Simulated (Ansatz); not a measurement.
Electronic density of states of amorphous In24O38Ti, density 6.46 g/cm³, on a 2×2×2 Γ-centred mesh with a Gaussian width of 0.1 eV; energies count from the Fermi level, whose place inside the gap is arbitrary. Cell and mesh are small, so fine structure isn't converged. The numbers are results of PBE, scalar-relativistic without spin-orbit coupling (plane waves to 420 eV, PAW; Ansatz, a quantum-chemistry and plane-wave program), not measurements. Sampling: a 2×2×2 Γ-centred mesh; Fermi-Dirac width 0.02 eV; no spin polarisation. At PBE the levels at the filled edge of the gap are localised (band-tail or defect states).

It comes from a melt-quench run on a machine-learned potential (CHGNet), relaxed afterwards by DFT. O atoms were pushed apart under 1.9 Å during the dynamics, to hinder bonds among them. The hot cell started wider than the set density and was brought back towards it in steps. It is the lowest in DFT energy of 2 quenches. It is a model cell: composition and starting density were chosen by hand, and all elements were melted together. No dispersion term was used. Its density started from a set value of 6.37 and ended at 6.46 g/cm³. Cooling (nominally 330 K/ps over its main leg) ran many orders faster than in experiment, which tends to leave more defects and strain. A cell of this size samples the disorder only roughly. The volume was free in the relaxation, at fixed shape. Stress components on the final sampling reach 1.8 GPa.

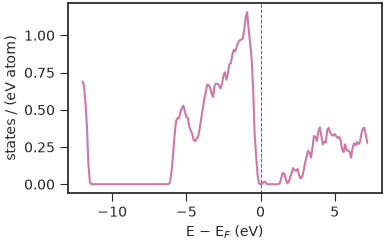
Fig. 1. Density of states per atom

The level gap on this mesh is 0.55 eV; the broadening fills part of it in the curve.
